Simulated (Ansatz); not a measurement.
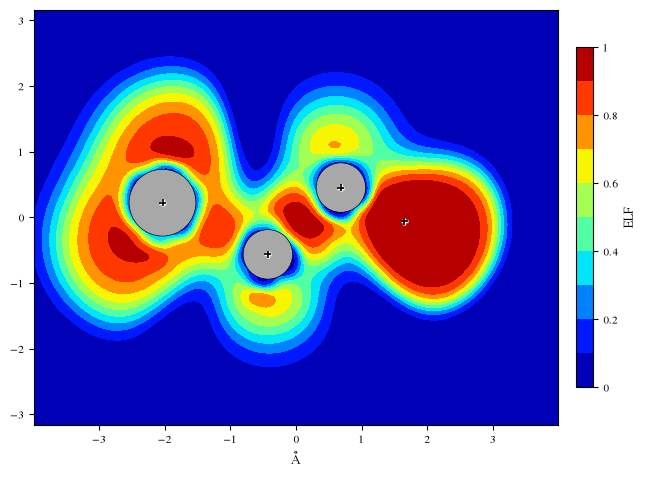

The ELF on a plane through atoms (crosses mark nuclei in the plane; grey discs cover the cores).

Theory: RKS PBE0-D4/def2-TZVPP in Ansatz 0.2.0.

Candidates:
A. CH4NPSi (SMILES N#C[SiH2]P)
B. C2H5Cl (SMILES CCCl)
C. C2HFN2 (SMILES FC1N=C=N1)

Which candidate gave the map?

Answer. Candidate B: C2H5Cl on the plane of atoms C1, C2 and Cl3, which holds C, Cl and H. C–C (1.51 Å): the ELF peaks at about 0.95 between the atoms: a shared electron pair. C–Cl (1.79 Å): the ELF peaks at about 0.90 between the atoms, as expected for localised, covalent bonding.
